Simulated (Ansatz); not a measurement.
The starting structures come from a database of crystals and need not be the phases stable at ambient conditions.

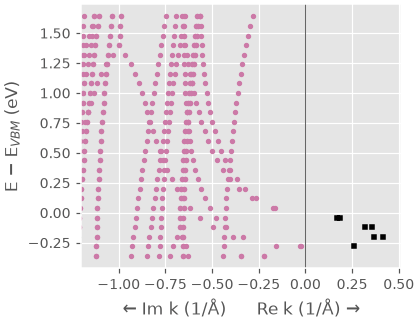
Figure: Complex bands at the centre of the two-dimensional zone; Ansatz (a quantum-chemistry and plane-wave program) with PBEsol

The gap is the functional's own, uncorrected, and κ follows it; spin-orbit coupling is left out. Mid-gap values are interpolated between the computed energies.

Q: This is KS (P-62m, not sure to be the ambient phase, 12 atoms a cell, 30.6 Å³ an atom) along the normal of (100). Read off the slowest decay at the centre of the two-dimensional zone at 0.68 eV, the computed energy nearest the middle of the gap.

A: κ ≈ 0.39 1/Å, a decay length 1/(2κ) of the density of 1.3 Å.
